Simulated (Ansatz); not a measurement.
# GaO2 (doublet): correlated methods under varied settings at a displaced geometry (v1)

Aim: run GaO2 (doublet) at one geometry under a spread of methods and options, and see what each costs and gives.

Method: the settings change from run to run; program: Ansatz 0.2.0, Gaussian basis.

30 further runs of the same task are left out: 9 for a known fault of the program, 6 that didn't finish, 15 set aside as unsound or not needed. Runs told in other sessions of the task aren't counted.

**1. What is computed**

The geometry is a PBE0/def2-TZVP stationary point (not a proven minimum) with its atoms shifted at random (size 0.040 Å). No spin-orbit coupling is included. The filled d shell of Ga may be among the frozen orbitals whatever the setting's name suggests.

3 atoms, charge 0, spin multiplicity 2.

Atoms are counted from 1 here; the program's logs count them from 0.

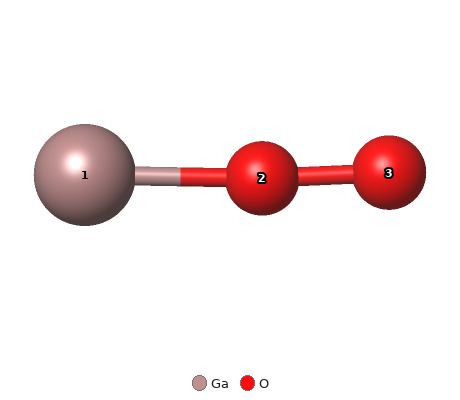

The geometry (gallium pink, oxygen red); atoms are numbered from 1 in the order of the file.

**2. MP2 on UHF/cc-pVDZ**

Contents of in.yaml:

```yaml
crystal:
  periodic: [false, false, false]
  atoms:
    - {symbol: Ga, position_ang: [-0.015433, -0.009008, 1.690640]}
    - {symbol: O, position_ang: [-0.016266, -0.025151, -0.177813]}
    - {symbol: O, position_ang: [0.031698, 0.034159, -1.512827]}
basis:
  gaussian: {orbitals: cc-pVDZ, fitting: {mean_field: def2-universal-jkfit}}
magnetization: {spin_polarized: true, initial_magnetization: 1}
correlation: {method: mp2, electrons: valence}
```

On the command line:

```
> ansatz run in.yaml --threads 1 --pin off --events-out ev --progress --plain --max-ram 2393MiB
```

What it wrote:

```text
Functional definition: HF
  name "HF"
  cite "Fock, Z. Phys. 61, 126 (1930) doi:10.1007/BF01340294"
  parent pbe
  exchange = exact_x
  correlation = 0
420 factors; integrals over basis functions are off by at most 9.0e-2 eV
mean field evaluation 1: about -56403.1937 eV, gradient 1.4e1 eV
mean field evaluation 2: about -56404.4911 eV, gradient 6.8e0 eV
mean field evaluation 4: about -56404.8458 eV, gradient 1.6e0 eV
mean field evaluation 8: about -56404.9617 eV, gradient 1.4e-1 eV
mean field evaluation 16: about -56404.9414 eV, gradient 2.3e0 eV
mean field evaluation 32: about -56404.5759 eV, gradient 6.2e0 eV
mean field evaluation 64: about -56404.6813 eV, gradient 1.9e0 eV
mean field -56404.96280961 eV, -2072.8441505962 hartree, gradient 2.9e-10 eV, S^2 0.759809; 10 other end points of the search recorded, 0 dependent functions left out
11 core orbitals not correlated: weight in the atoms' cores, before any rotation towards them, 1.000 or more for the frozen orbitals, at most 0.000 for the correlated occupied ones
reference -56404.96280961 eV, -2072.8441505962 hartree; 13, 12 occupied and 31, 32 virtual orbitals, 420 factors
second order -10.78354120 eV of doubles, -0.00000000 eV of singles
Total energy: -56415.74635081 eV, -2073.2404384260 hartree
```

Wall time 7.5 s (1 thread of Arm Neoverse V2, shared host).

From the report: ⟨S²⟩ of the determinant 0.760 (pure doublet: 0.75).

**3. MP2 on ROHF/6-31G**

Contents of in.yaml:

```yaml
crystal:
  periodic: [false, false, false]
  atoms:
    - {symbol: Ga, position_ang: [-0.015433, -0.009008, 1.690640]}
    - {symbol: O, position_ang: [-0.016266, -0.025151, -0.177813]}
    - {symbol: O, position_ang: [0.031698, 0.034159, -1.512827]}
basis:
  gaussian: {orbitals: 6-31G}
magnetization: {spin_polarized: false, initial_magnetization: 1}
correlation: {method: mp2, electrons: all}
```

Launched as before.

What it wrote (excerpt; [...] marks lines left out):

```text
Functional definition: HF
  name "HF"
  cite "Fock, Z. Phys. 61, 126 (1930) doi:10.1007/BF01340294"
  parent pbe
[...]
411 factors; integrals over basis functions are off by at most 3.6e-4 eV
[...]
mean field -56395.64622221 eV, -2072.5017723243 hartree, gradient 2.4e-10 eV, S^2 0.750000; 6 other end points of the search recorded, 0 dependent functions left out
[...]
reference -56395.64622221 eV, -2072.5017723243 hartree; 24, 23 occupied and 23, 24 virtual orbitals, 411 factors
second order -12.87241248 eV of doubles, -0.05064995 eV of singles
Total energy: -56408.56928464 eV, -2072.9766861090 hartree
```

Wall time 7.5 s (1 thread of Arm Neoverse V2, shared host).

**4. BCCD on ROHF/cc-pVDZ**

Edit in.yaml of step 3 so:

```diff
@@ -7,4 +7,4 @@
 basis:
-  gaussian: {orbitals: 6-31G}
+  gaussian: {orbitals: cc-pVDZ, fitting: {mean_field: def2-universal-jkfit}}
 magnetization: {spin_polarized: false, initial_magnetization: 1}
-correlation: {method: mp2, electrons: all}
+correlation: {method: bccd, electrons: outside_noble_gas, diis_vectors: 12}
```

The command is unchanged.

What it wrote (excerpt; [...] marks lines left out):

```text
Functional definition: HF
  name "HF"
  cite "Fock, Z. Phys. 61, 126 (1930) doi:10.1007/BF01340294"
  parent pbe
[...]
420 factors; integrals over basis functions are off by at most 9.0e-2 eV
[...]
mean field -56404.81252554 eV, -2072.8386277587 hartree, gradient 1.1e-10 eV, S^2 0.750000; 7 other end points of the search recorded, 0 dependent functions left out
[...]
determinant -56404.81252554 eV, -2072.8386277587 hartree, with singles and doubles -56415.97482286 eV, -2073.2488346190 hartree
determinant -56404.81197828 eV, -2072.8386076471 hartree, with singles and doubles -56415.97436949 eV, -2073.2488179577 hartree
determinant -56404.81252554 eV, -2072.8386277587 hartree, with singles and doubles -56415.98548387 eV, -2073.2492264037 hartree
determinant -56404.81197828 eV, -2072.8386076471 hartree, with singles and doubles -56415.98505135 eV, -2073.2492105088 hartree
16 core orbitals not correlated, not the lowest: weight in the atoms' cores, before any rotation towards them, 0.926 or more for the frozen orbitals, at most 0.066 for the correlated occupied ones
reference -56404.81252554 eV, -2072.8386277587 hartree; 8, 7 occupied and 31, 32 virtual orbitals, 420 factors
second order -10.41449313 eV of doubles, -0.10008241 eV of singles
cycle   1  -11.07801507 eV  change    9.5e-2 eV  update   3.0e-2
[...]
cycle  11  -11.10935531 eV  change    8.6e-6 eV  update   1.5e-5
Total energy: -56415.92188085 eV, -2073.2468890361 hartree
```

Wall time 15 s (1 thread of Arm Neoverse V2, shared host).

From the report: correlation -11.1094 eV; largest double amplitude 0.08.

**5. MP2 on ROHF/cc-pVDZ**

Contents of in.yaml:

```yaml
crystal:
  periodic: [false, false, false]
  atoms:
    - {symbol: Ga, position_ang: [-0.015433, -0.009008, 1.690640]}
    - {symbol: O, position_ang: [-0.016266, -0.025151, -0.177813]}
    - {symbol: O, position_ang: [0.031698, 0.034159, -1.512827]}
basis:
  gaussian: {orbitals: cc-pVDZ}
magnetization: {spin_polarized: false, initial_magnetization: 1}
correlation: {method: mp2, electrons: valence}
```

The command is unchanged.

What it wrote (excerpt; [...] marks lines left out):

```text
Functional definition: HF
  name "HF"
  cite "Fock, Z. Phys. 61, 126 (1930) doi:10.1007/BF01340294"
  parent pbe
[...]
586 factors; integrals over basis functions are off by at most 7.7e-4 eV
[...]
mean field -56404.81721991 eV, -2072.8388002734 hartree, gradient 2.2e-10 eV, S^2 0.750000; 6 other end points of the search recorded, 0 dependent functions left out
[...]
11 core orbitals not correlated: weight in the atoms' cores, before any rotation towards them, 1.000 or more for the frozen orbitals, at most 0.000 for the correlated occupied ones
reference -56404.81721991 eV, -2072.8388002734 hartree; 13, 12 occupied and 31, 32 virtual orbitals, 586 factors
second order -10.84680622 eV of doubles, -0.10010091 eV of singles
Total energy: -56415.76412703 eV, -2073.2410916900 hartree
```

Wall time 14 s (1 thread of Arm Neoverse V2, shared host).

**6. HF (ROHF)/cc-pVDZ**

Edit in.yaml of step 5 so:

```diff
@@ -7,4 +7,5 @@
 basis:
-  gaussian: {orbitals: cc-pVDZ}
+  gaussian: {orbitals: cc-pVDZ, fitting: {mean_field: def2-universal-jkfit}}
 magnetization: {spin_polarized: false, initial_magnetization: 1}
-correlation: {method: mp2, electrons: valence}
+hamiltonian: {xc: hf}
+output: {forces: true, orbitals: {seedname: orbitals}}
```

The command is unchanged.

What it wrote (excerpt; [...] marks lines left out):

```text
Functional definition: HF
  name "HF"
  cite "Fock, Z. Phys. 61, 126 (1930) doi:10.1007/BF01340294"
  parent pbe
[...]
420 factors; integrals over basis functions are off by at most 9.0e-2 eV
[...]
mean field -56404.81252554 eV, -2072.8386277587 hartree, gradient 2.4e-10 eV, S^2 0.750000; 2 other end points of the search recorded, 0 dependent functions left out
[...]
reference -56404.81252554 eV, -2072.8386277587 hartree; 24, 23 occupied and 31, 32 virtual orbitals, 420 factors
Total energy: -56404.81252554 eV, -2072.8386277587 hartree
Atom 0 at    -0.015433    -0.009008     1.690640 Å, force     0.016742     0.019650    -0.597776 eV/Å
Atom 1 at    -0.016266    -0.025151    -0.177813 Å, force     0.013692     0.012690    -0.911902 eV/Å
Atom 2 at     0.031698     0.034159    -1.512827 Å, force    -0.030434    -0.032340     1.509678 eV/Å
Dipole moment:     0.005025     0.012371     0.630912 e Å
```

Run time: 3.8 s. Hardware: 1 thread of Arm Neoverse V2, shared host.

**7. MP2 on UHF/cc-pVDZ**

Contents of in.yaml:

```yaml
crystal:
  periodic: [false, false, false]
  atoms:
    - {symbol: Ga, position_ang: [-0.015433, -0.009008, 1.690640]}
    - {symbol: O, position_ang: [-0.016266, -0.025151, -0.177813]}
    - {symbol: O, position_ang: [0.031698, 0.034159, -1.512827]}
basis:
  gaussian: {orbitals: cc-pVDZ}
magnetization: {spin_polarized: true, initial_magnetization: 1}
correlation: {method: mp2, electrons: outside_noble_gas}
output: {forces: true}
```

The command is unchanged.

What it wrote (excerpt; [...] marks lines left out):

```text
Functional definition: HF
  name "HF"
  cite "Fock, Z. Phys. 61, 126 (1930) doi:10.1007/BF01340294"
  parent pbe
[...]
586 factors; integrals over basis functions are off by at most 7.7e-4 eV
[...]
mean field -56404.96751501 eV, -2072.8443235166 hartree, gradient 3.1e-10 eV, S^2 0.759809; 10 other end points of the search recorded, 0 dependent functions left out
16 core orbitals not correlated, not the lowest: weight in the atoms' cores, before any rotation towards them, 0.922 or more for the frozen orbitals, at most 0.071 for the correlated occupied ones
reference -56404.96751501 eV, -2072.8443235166 hartree; 8, 7 occupied and 31, 32 virtual orbitals, 586 factors
second order -10.34658119 eV of doubles, -0.00000000 eV of singles
[...]
Total energy: -56415.31409620 eV, -2073.2245533622 hartree
Atom 0 at    -0.015433    -0.009008     1.690640 Å, force     0.011426     0.016127    -0.068026 eV/Å
Atom 1 at    -0.016266    -0.025151    -0.177813 Å, force     0.016028     0.014256    -1.142423 eV/Å
Atom 2 at     0.031698     0.034159    -1.512827 Å, force    -0.027454    -0.030383     1.210449 eV/Å
Dipole moment:     0.003629     0.010315     0.628373 e Å
```

Wall time 10 s (1 thread of Arm Neoverse V2, shared host).

From the report: ⟨S²⟩ of the determinant 0.760 (pure doublet: 0.75).

**8. MRCISD+Q(relaxed)(1,2)/STO-3G**

Contents of in.yaml:

```yaml
crystal:
  periodic: [false, false, false]
  atoms:
    - {symbol: Ga, position_ang: [-0.015433, -0.009008, 1.690640]}
    - {symbol: O, position_ang: [-0.016266, -0.025151, -0.177813]}
    - {symbol: O, position_ang: [0.031698, 0.034159, -1.512827]}
basis:
  gaussian: {orbitals: STO-3G, fitting: {mean_field: def2-universal-jkfit}}
magnetization: {spin_polarized: false, initial_magnetization: 1}
correlation: {method: fic_mrcisd_q_relaxed, electrons: outside_noble_gas, active_space: {window: {electrons: 1, orbitals: 2}}}
```

Same command.

What it wrote (excerpt; [...] marks lines left out):

```text
Functional definition: HF
  name "HF"
  cite "Fock, Z. Phys. 61, 126 (1930) doi:10.1007/BF01340294"
  parent pbe
[...]
420 factors; integrals over basis functions are off by at most 1.6e-2 eV
[...]
mean field -55742.33645649 eV, -2048.4930812633 hartree, gradient 2.9e-6 eV, S^2 0.750000; 20 other end points of the search recorded, 0 dependent functions left out
reference -55742.33645649 eV, -2048.4930812633 hartree; 24, 23 occupied and 4, 5 virtual orbitals, 420 factors
state -55742.33645649 eV, -2048.4930812633 hartree
contracted CI cycle   1: correlation 0.00000000 eV, 0.0000000000 hartree, residual 1.49e1 eV
contracted CI cycle   2: correlation -4.87210929 eV, -0.1790467139 hartree, residual 3.56e0 eV
contracted CI cycle   3: correlation -5.31773470 eV, -0.1954231457 hartree, residual 1.86e0 eV
contracted CI cycle   4: correlation -5.48321560 eV, -0.2015044565 hartree, residual 1.11e0 eV
[...]
contracted CI cycle   8: correlation -5.56913795 eV, -0.2046620447 hartree, residual 9.61e-2 eV
contracted CI cycle   9: correlation -5.56944545 eV, -0.2046733451 hartree, residual 3.72e-2 eV
contracted CI cycle  10: correlation -5.56948298 eV, -0.2046747243 hartree, residual 1.06e-2 eV
contracted CI cycle  11: correlation -5.56948600 eV, -0.2046748352 hartree, residual 3.56e-3 eV
contracted CI cycle  12: correlation -5.56948639 eV, -0.2046748497 hartree, residual 1.59e-3 eV
contracted CI cycle  13: correlation -5.56948647 eV, -0.2046748528 hartree, residual 8.54e-4 eV
contracted CI cycle  14: correlation -5.56948650 eV, -0.2046748537 hartree, residual 4.24e-4 eV
contracted CI cycle  15: correlation -5.56948650 eV, -0.2046748539 hartree, residual 2.12e-4 eV
state -55742.33645649 eV, -2048.4930812633 hartree; corrected -55749.61133126 eV, -2048.7604279799 hartree
WARN: 1 active orbitals are nearly empty or full. The corrections depend on them more than the energy does, and are more stable in an active space without them
Total energy: -55749.61133126 eV, -2048.7604279799 hartree
```

It took 22 s on 1 thread of Arm Neoverse V2, shared host.

From the report: 2 determinants; active occupations 1.00, 0.00. The report marks this result as in doubt.

**9. NEVPT2(15,8)/6-31G**

Contents of in.yaml:

```yaml
crystal:
  periodic: [false, false, false]
  atoms:
    - {symbol: Ga, position_ang: [-0.015433, -0.009008, 1.690640]}
    - {symbol: O, position_ang: [-0.016266, -0.025151, -0.177813]}
    - {symbol: O, position_ang: [0.031698, 0.034159, -1.512827]}
basis:
  gaussian: {orbitals: 6-31G}
magnetization: {spin_polarized: false, initial_magnetization: 1}
correlation: {method: sc_nevpt2, electrons: outside_noble_gas, active_space: {window: {electrons: 15, orbitals: 8}, states: [{multiplicity: 2, weights: [1, 1]}]}}
scf: {lower_state_search: light}
```

Same command.

What it wrote (excerpt; [...] marks lines left out):

```text
Functional definition: HF
  name "HF"
  cite "Fock, Z. Phys. 61, 126 (1930) doi:10.1007/BF01340294"
  parent pbe
[...]
734 factors; integrals over basis functions are off by at most 7.2e-8 eV
[...]
mean field -56395.64660612 eV, -2072.5017864325 hartree, gradient 2.5e-6 eV, S^2 0.750000; 6 other end points of the search recorded, 0 dependent functions left out
reference -56395.64660612 eV, -2072.5017864325 hartree; 24, 23 occupied and 23, 24 virtual orbitals, 734 factors
state -56395.61802435 eV, -2072.5007360719 hartree
state -56395.61734888 eV, -2072.5007112488 hartree
state -56395.61802435 eV, -2072.5007360719 hartree; corrected -56401.39460920 eV, -2072.7130216497 hartree
state -56395.61734888 eV, -2072.5007112488 hartree; corrected -56401.39396859 eV, -2072.7129981078 hartree
Total energy: -56401.39428889 eV, -2072.7130098787 hartree
```

It took 6 s on 1 thread of Arm Neoverse V2, shared host.

From the report: 2 determinants; active occupations (of the averaged states) 2.00, 2.00, 2.00, 2.00, 2.00, 2.00, 1.50, 1.50.

**10. BCCD/cc-pVDZ**

Contents of in.yaml:

```yaml
crystal:
  periodic: [false, false, false]
  atoms:
    - {symbol: Ga, position_ang: [-0.015433, -0.009008, 1.690640]}
    - {symbol: O, position_ang: [-0.016266, -0.025151, -0.177813]}
    - {symbol: O, position_ang: [0.031698, 0.034159, -1.512827]}
basis:
  gaussian: {orbitals: cc-pVDZ, fitting: {mean_field: def2-universal-jkfit}}
magnetization: {spin_polarized: false, initial_magnetization: 1}
hamiltonian: {xc: {name: PBE}}
correlation: {method: bccd, electrons: outside_noble_gas, diis_vectors: 12}
```

The command is unchanged.

What it wrote (excerpt; [...] marks lines left out):

```text
Functional definition: PBE
  name "PBE"
  cite "Perdew, Burke & Ernzerhof, Phys. Rev. Lett. 77, 3865 (1996) doi:10.1103/PhysRevLett.77.3865"
  parent pbe
[...]
420 factors; integrals over basis functions are off by at most 9.0e-2 eV
[...]
mean field -56456.40935098 eV, -2074.7347761199 hartree, gradient 2.0e-10 eV, S^2 0.750000; 6 other end points of the search recorded, 0 dependent functions left out
[...]
16 core orbitals not correlated, not the lowest: weight in the atoms' cores, before any rotation towards them, 0.922 or more for the frozen orbitals, at most 0.068 for the correlated occupied ones
reference -56403.04837086 eV, -2072.7737962696 hartree; 8, 7 occupied and 31, 32 virtual orbitals, 420 factors
second order -12.25142113 eV of doubles, -0.95198969 eV of singles
cycle   1  -11.59816663 eV  change     1.6e0 eV  update   2.0e-1
[...]
cycle  13  -12.48990674 eV  change   -1.8e-5 eV  update   1.4e-5
Total energy: -56415.53827760 eV, -2073.2327918765 hartree
```

Run time: 42 s. Hardware: 1 thread of Arm Neoverse V2, shared host.

From the report: correlation -12.4899 eV; largest double amplitude 0.09.

**11. All runs side by side**

Where basis and cores are those of an earlier UCCSDT(Q)/cc-pVDZ run (-56416.4197 eV), and the records show the same count of frozen orbitals and kind of state, the miss against it is given; a blank cell means that this couldn't be shown. † marks a result that the program doubts.

```
                                      level         correlated  functions  energy (eV)  from UCCSDT(Q) (meV)   time
                         MP2 on UHF/cc-pVDZ            valence         55  -56415.7464                        7.5 s
                          MP2 on ROHF/6-31G                all         47  -56408.5693                        7.5 s
                       BCCD on ROHF/cc-pVDZ  outside noble gas         55  -56415.9219                 497.8   15 s
                        MP2 on ROHF/cc-pVDZ            valence         55  -56415.7641                         14 s
                          HF (ROHF)/cc-pVDZ                            55  -56404.8125               11607.1  3.8 s
                         MP2 on UHF/cc-pVDZ  outside noble gas         55  -56415.3141                1105.6   10 s
            MRCISD+Q(relaxed)(1,2)/STO-3G †  outside noble gas         28  -55749.6113                         22 s
NEVPT2(15,8)/6-31G (mean of several states)  outside noble gas         47  -56401.3943                          6 s
             BCCD/cc-pVDZ (on PBE orbitals)  outside noble gas         55  -56415.5383                 881.4   42 s
```

**12. What came out**

| quantity | value |
| --- | --- |
| runs | 9 |
| quickest | HF (ROHF)/cc-pVDZ, 3.8 s |
| slowest | BCCD/cc-pVDZ (on PBE orbitals), 42 s |

What this shows: Total energies in different bases, with other cores or another treatment of relativity can't be set against each other. «valence» and «outside noble gas» are the program's key words; the logs give how many orbitals each freezes, and for Ga to Kr the 3d shell needn't follow the word's plain sense. BCCD/cc-pVDZ (on PBE orbitals) took 11 times as long as HF (ROHF)/cc-pVDZ; the jobs differ in more than the method. Among the correlated runs with a miss given, it spans +498 to +1106 meV. Hartree-Fock, CASSCF and CASCI lack dynamic correlation by design. Cores frozen from Kohn-Sham orbitals shift the total energy.
